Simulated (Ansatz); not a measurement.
GaSb: pressure series

Consider GaSb in the zinc blende structure (space group F-43m, No. 216; a = 6.134 Å).

Cell and atoms are relaxed at each pressure.

Calculations: Kohn–Sham DFT with the r2SCAN functional, run in Ansatz (a quantum-chemistry and plane-wave program) with PAW and 500 eV plane waves, scalar-relativistic without spin-orbit coupling, earlier PAW set.

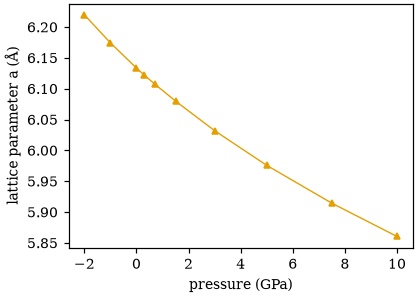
Lattice parameter a against pressure

Task: From the plot, what is the lattice parameter a for pressure 5 GPa?

Result: About 5.98 Å.

Task: Is the trend monotonic over the range shown?

Result: Yes, it falls throughout, spanning 11.075 bohr to 11.754 bohr.

Load acts through the strain it causes; cell and atoms are relaxed under it. Stability against distortions was not tested. Tetrahedral semiconductors of this kind turn to denser phases somewhere between about 1 and 50 GPa; those were not computed, so compressed cells here can lie past the real transition.
